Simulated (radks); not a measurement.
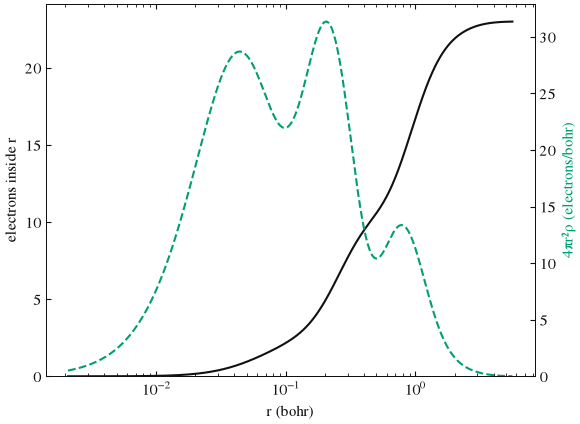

The Cr⁺ ion in the configuration [Ar] 3d5. Level of theory: scalar-relativistic Kohn-Sham, LDA (Slater exchange, Perdew-Wang correlation), spin-unpolarised, spherical densities, point nucleus. Computed with the in-house radial solver radks.

The plot shows the number of electrons inside radius r (solid) and the radial density 4πr²ρ (dashed).

### Describe it and give its main numbers.

The count levels off at 23 electrons. Half of them lie within 0.586 bohr, 90 % within 1.55 bohr and 99 % within 3.14 bohr. The radial density has minima at 0.0984 and 0.499 bohr, where the count stands at 2.1 and 10.6; these part the shells that the density resolves.
